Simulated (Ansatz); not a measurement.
# Computed map of one atom of the cell: Al (fcc, Cu type)

Al (fcc, Cu type)

```yaml
crystal:
  lattice:
    - [3.99199, 0.00000, 0.00000]
    - [0.00000, 3.99199, 0.00000]
    - [0.00000, 0.00000, 3.99199]
  atoms:
    - { symbol: Al, position: [0.00000, 0.00000, 0.00000] }
    - { symbol: Al, position: [0.50000, 0.50000, 0.00000] }
    - { symbol: Al, position: [0.50000, 0.00000, 0.50000] }
    - { symbol: Al, position: [0.00000, 0.50000, 0.50000] }
```

Two-dimensional scan of atom 4 (Al, nearest neighbour Al at 2.823 Å; its periodic images, 4.0 Å or more away, move with it): u runs along (1.000, 0.000, 0.000), v along (0.000, 0.000, 1.000) (Cartesian). Cell and other atoms are fixed.

All values below come from r2SCAN (plane waves to 500 eV, PAW, scalar-relativistic; Ansatz, an electronic-structure program). k mesh 9×9×9 (Γ-centred), Fermi-Dirac smearing 0.05 eV. The energy includes the smearing's −TS. With partly filled bands, energies and forces of such displacements shift with the k mesh and the smearing. Fu and Fv are the components of the force on the atom. On this mesh the relaxed cell isn't quite at rest: it carries a pressure of 0.3 GPa (compression positive) at the zero of the scan. Al was relaxed with its symmetry unable to fall. ΔE is measured from the undisplaced structure. Axes are in Å.

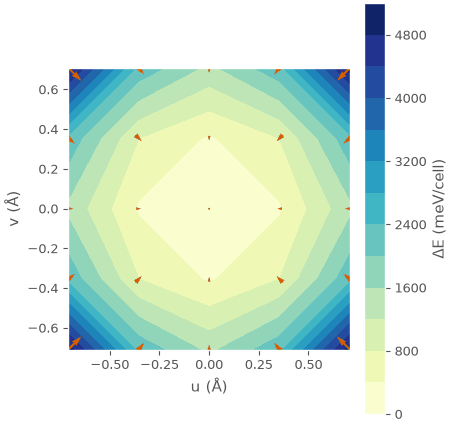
Fig. 1. ΔE (meV/cell) over the plane, with arrows for the in-plane force on the moved atom.

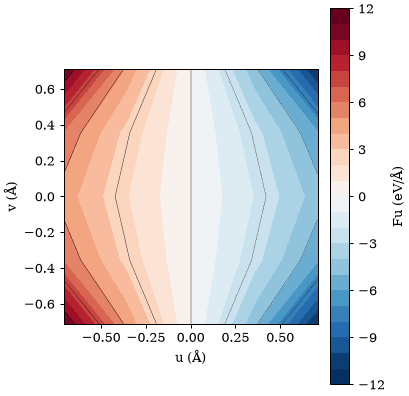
*Fu (eV/Å) over the 5×5 grid of computed points.*

Centre of the map: a minimum. Principal force constants in the plane (five-point differences of the forces): 5.5 eV/Å², isotropic. Highest place on the grid, met at several equal points: u = -0.710 Å, v = -0.710 Å; u = 0.710 Å, v = -0.710 Å; u = -0.710 Å, v = 0.710 Å; u = 0.710 Å, v = 0.710 Å (5017 meV/cell). Lowest place on the grid: u = 0.000 Å, v = 0.000 Å (0 meV/cell).

(A displaced cell: forces are minus the slopes of the energy, force constants its curvatures, and phonons follow from these.)
